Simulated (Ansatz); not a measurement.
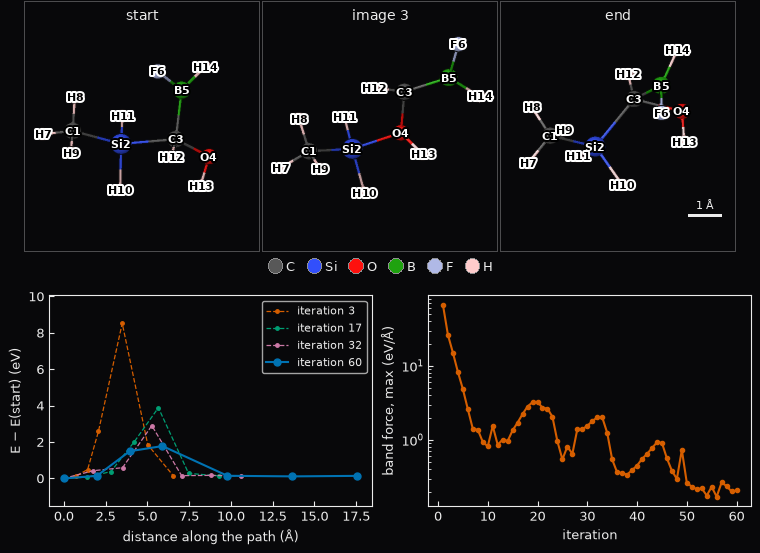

A nudged-elastic-band calculation for C$_{2}$H$_{8}$BFOSi. Images are numbered from 0 (start) to 6 (end). The plot follows the band through its iterations. Style: ball-and-stick. Shown at a tilt.

All numbers below come from Ansatz, RKS PBE/def2-SVP. Set-up: 5 movable images; climbing image; force threshold 0.03 eV/Å; iteration limit 60; starting path through a guess of the saddle point.

Question: Did the band converge, and can the barrier be trusted?

Answer: The result isn't final. The band hadn't converged when the run stopped after 60 iterations. The largest component of the band force went from 67 to 0.21 eV/Å. The barrier read from it is provisional, though the highest image hardly moved in the last two iterations. The first iteration put the highest image at 26.03 eV. The energy climbs by 1.78 eV to image 3 and then falls by 1.64 eV, so the end point sits at +0.14 eV.

The run took 10 min on 2 threads of Intel(R) Xeon(R) Platinum 8488C (Sapphire Rapids) (shared host), peak memory 0.21 GiB.
